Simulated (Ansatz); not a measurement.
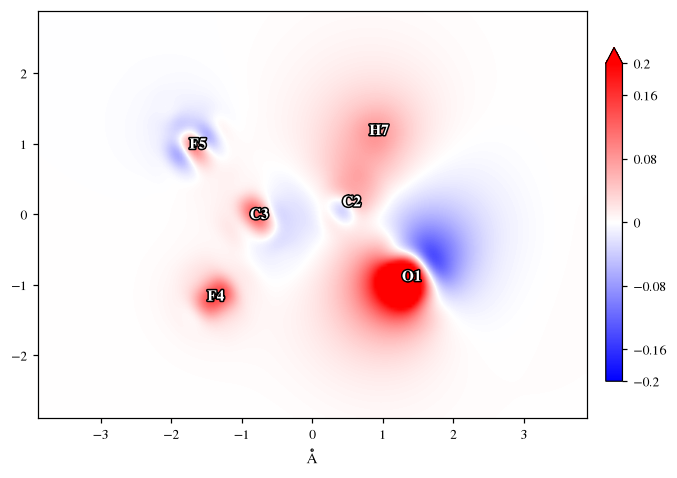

Figure. C₂H₂F₂O (SMILES OC=C(F)F). The HOMO on the plane of atoms C2, C3 and F5 (values in Å⁻³ᐟ²; the overall sign is arbitrary).

Geometry: PBE0-D4/def2-TZVP.

All numbers below come from RKS PBE0-D4/def2-TZVPP in Ansatz 0.2.0.

The calculation's input:

```
crystal:
  periodic: [false, false, false]
  atoms:
    - {symbol: O, position_ang: [-1.353955, 0.324884, 0.448947]}
    - {symbol: C, position_ang: [-0.004233, 0.326395, 0.267332]}
    - {symbol: C, position_ang: [0.596555, -0.647880, -0.393614]}
    - {symbol: F, position_ang: [-0.006666, -1.653035, -0.981065]}
    - {symbol: F, position_ang: [1.905478, -0.742231, -0.509919]}
    - {symbol: H, position_ang: [-1.678898, 1.226979, 0.395184]}
    - {symbol: H, position_ang: [0.602918, 1.096888, 0.727534]}
basis:
  gaussian: {orbitals: def2-TZVPP}
hamiltonian: {xc: pbe0, dispersion: d4}
output: {orbitals: {seedname: orbitals}}
```

Launched as:

```sh
ansatz run in.yaml --threads 2 --pin off --events-out ev --progress --plain --max-ram 4352MiB
```

What is the character of this orbital?

Answer. It lies mainly on C2 (about 30 %), C3 (about 30 %), O1 (about 20 %), F5 (about 10 %) and F4 (about 10 %). Its energy is −6.83 eV.
